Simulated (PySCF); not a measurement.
# As₃: structure of the quartet

Where does quartet As₃ go from a equilateral triangle start, is the end point a minimum, and what are its modes, charges and moments?

The runs use PySCF 2.14.0; PBE0, basis As def2-TZVP, no relativity, density fitting.

**1. The system as given**

3 atoms, charge 0, spin multiplicity 4.

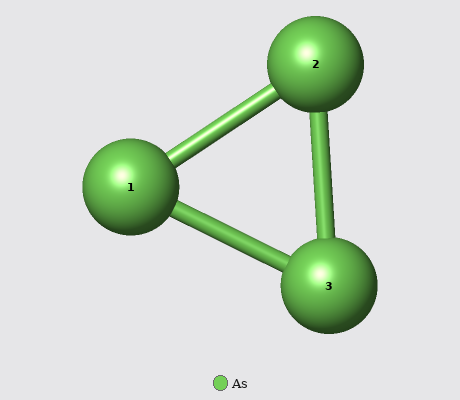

As it starts; arsenic green; atoms are numbered from 1 in the order of the file.

```xyz
3
charge 0 multiplicity 4
As    0.6986   -1.2100    0.0000
As   -1.3972    0.0000    0.0000
As    0.6986    1.2100    0.0000
```

**2. Finding the electronic state**

One driver script runs all steps and calls PySCF; scf.py shows how it sets up the SCF of each step. The optimiser is the driver's own. After this first run the driver tries any further starts and a stability analysis.

scf.py

```python
from pyscf import gto, scf, dft
mol = gto.M(atom='''
As     0.698600    -1.210010     0.000000
As    -1.397190     0.000010     0.000000
As     0.698590     1.210010     0.000000''',
    basis={'As': 'def2-TZVP'},
    charge=0, spin=3)
mf = dft.UKS(mol, xc='PBE0')
mf.grids.atom_grid = (50, 194)
aux = {'As': 'def2-universal-JKFIT'}
mf = mf.density_fit(auxbasis=aux)
mf.conv_tol = 1e-08
mf.diis_space = 10
mf.max_cycle = 60
mf.init_guess = 'minao'
mf.verbose = 4
mf.kernel()
```

Run with:

```console
> OMP_NUM_THREADS=4 python axn.py task.json out
```

The runs that follow: Relaxing the quartet from the equilateral triangle start; Relaxing without the symmetry constraint; Frequencies.

Before running it: what results should come out? Wanted: minimum; geometry; wavenumbers; dipole moment; highest occupied, lowest empty level; polar-tensor charge of As1; zero-point energy; atomisation energy; ⟨S²⟩.

As calculated:

```
                                          quantity                                                                   value
                                           minimum                                                            quartet, C2v
                                          geometry  As–As 2.339 Å (×2), As–As 2.568 Å; As–As–As 56.7° (×2), As–As–As 66.6°
                                wavenumbers (cm⁻¹)                                            189 (a1), 190 (b2), 334 (a1)
                                     dipole moment                                                                  0.09 D
highest occupied, lowest empty level (either spin)                                                         -5.30, -5.17 eV
                        polar-tensor charge of As1                                                                 -0.14 e
                                 zero-point energy                                                              4.3 kJ/mol
                               entropy at 298.15 K                                                         324.6 J/(mol K)
         atomisation energy (no zero-point energy)                                                              415 kJ/mol
                                              ⟨S²⟩                                                                   3.768
```

The equilateral triangle start (D3h) ends in a minimum of C2v symmetry. Only this shape and spin were tried, so other structures or states may lie lower.
